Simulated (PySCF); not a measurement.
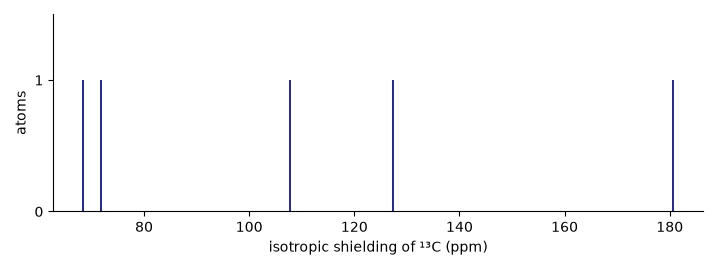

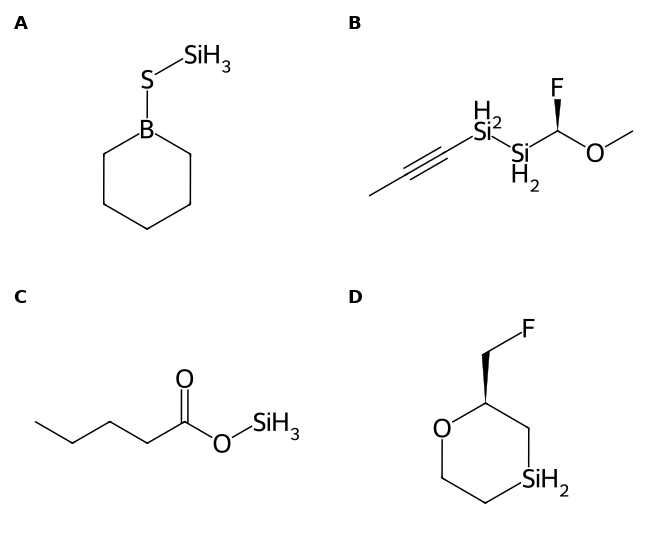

The sticks are computed shieldings of one of the molecules, for one fixed geometry (GFN2-xTB) without averaging over rotations. Low shielding means a high chemical shift. Method: GIAO PBE0/pcSseg-1 NMR shielding, non-relativistic, gas phase (PySCF 2.14.0).

Which molecule gives this pattern?

Answer. B, `CC#C[SiH2][SiH2][C@@H](F)OC`. Its 5 C atoms give lines at 68.3, 71.8, 107.8, 127.4, 180.7 ppm.

The geometry is semi-empirical. Around Si such bond lengths and angles can be off by a tenth of an ångström or more and by several degrees, and values that hang on the shape move with them.
